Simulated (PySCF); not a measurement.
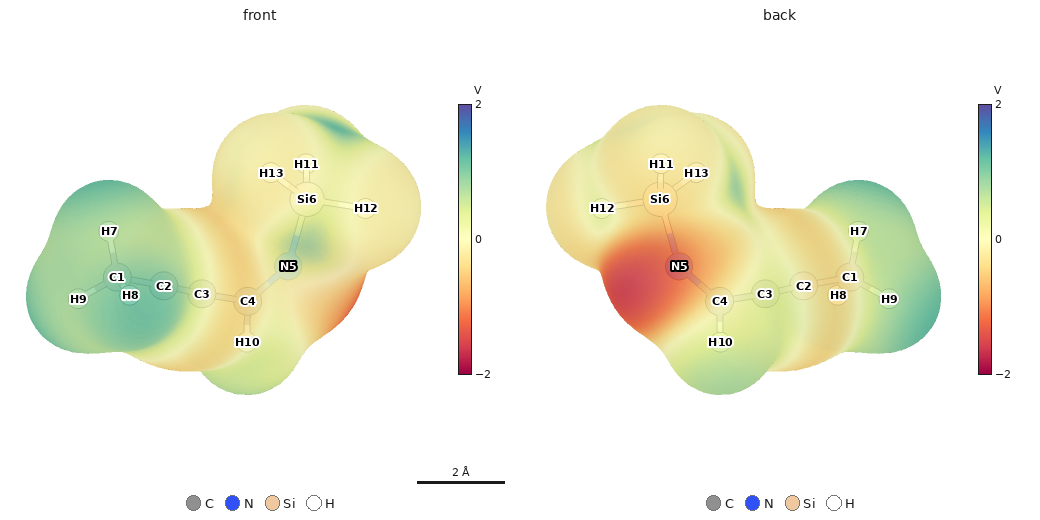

C4H7NSi (SMILES CC#C/C=N\[SiH3]). The electrostatic potential painted on the density surface at 0.002 e/bohr³, seen from the front and from behind; the colour scale runs from red (negative) to blue (positive).

Geometry: GFN2-xTB.

Level of theory: PySCF 2.14.0, PBE0/def2-SVPD, SCF density, gas phase.

```tsv
atom	x (Å)	y (Å)	z (Å)
C	2.7846	-0.3349	0.1964
C	1.5054	0.2647	-0.0928
C	0.4463	0.7819	-0.3448
C	-0.8194	1.3503	-0.6201
N	-1.9437	0.8289	-0.4035
Si	-2.4819	-0.6622	0.2507
H	2.7062	-1.4209	0.1563
H	3.1091	-0.0423	1.1950
H	3.5281	-0.0006	-0.5269
H	-0.7877	2.3487	-1.0672
H	-3.2532	-1.2411	-0.8483
H	-3.3230	-0.2454	1.3717
H	-1.4751	-1.6264	0.7160
```

Question: Which sites attract a positive test charge, and which a negative one?

Answer: A positive charge is drawn to the negative regions and a negative charge to the positive ones. The most negative region (about −1.6 V, or −37 kcal/mol for a unit charge) lies over N5, the most positive (about +1.2 V, or +28 kcal/mol for a unit charge) over Si6, H7, H8 and H9. N5 is the likeliest acceptor of a hydrogen bond.

Question: What dipole moment does the calculation give?

Answer: Its dipole moment is 3.14 D.
